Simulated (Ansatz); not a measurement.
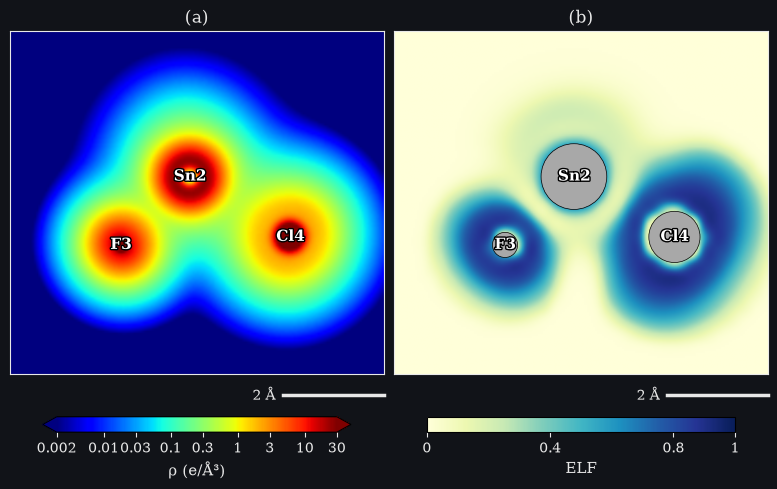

*ClFH2OSn. (a) electron density; (b) electron localisation function on the plane of atoms F3, Sn2 and Cl4. Grey discs cover the atomic cores in the ELF map.*

Core potentials replace the inner electrons of Sn.

These are results of RKS PBE0-D4/def2-SVP (Ansatz), not measurements.

```yaml
atoms:
  - { symbol: O, position_ang: [0.1263, 1.3216, -0.8642] }
  - { symbol: Sn, position_ang: [0.0939, -0.1399, 0.4381] }
  - { symbol: F, position_ang: [1.4081, -1.4310, -0.1369] }
  - { symbol: Cl, position_ang: [-1.9347, -1.2778, 0.2817] }
  - { symbol: H, position_ang: [-0.1092, 1.0357, -1.7558] }
  - { symbol: H, position_ang: [0.4576, 0.4274, 1.9909] }
```

### Describe what can be read from this map.

- The plane passes through Sn, F and Cl nuclei.
- Sn–F (1.93 Å): ρ is about 0.74 e/Å³ halfway; the ELF peaks at about 0.80 in the valence shell of F, 0.5 Å from its nucleus, and drops to about 0.10 between the two atoms.
- Sn–Cl (2.33 Å): the density is about 0.56 e/Å³ at the midpoint; the ELF peaks at about 0.85 in the valence shell of Cl, 0.8 Å from its nucleus, and drops to about 0.15 between the two atoms.
- The ELF also peaks beside Cl4 and F3, away from the bonds: lone-pair regions.
